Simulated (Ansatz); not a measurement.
The reference is SiO$_{2}$ (space group P4_12_12, No. 92; a = 5.085 Å, c = 7.100 Å).

Modification: the cell is scaled by 0.9646 in all directions; the atoms relax in the strained cell.

Calculations: PBE (Ansatz, a first-principles code), scalar-relativistic without spin-orbit coupling.

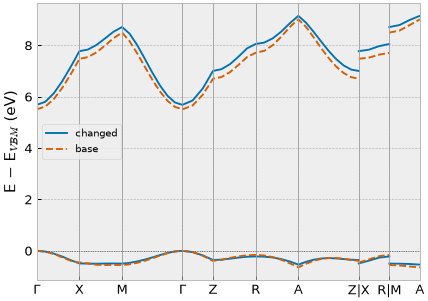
Highest valence and lowest conduction band along the path, each from its own valence-band maximum

The gap is 5.69 eV, direct at Γ; the base has 5.51 eV.

Stability against distortions was not tested.
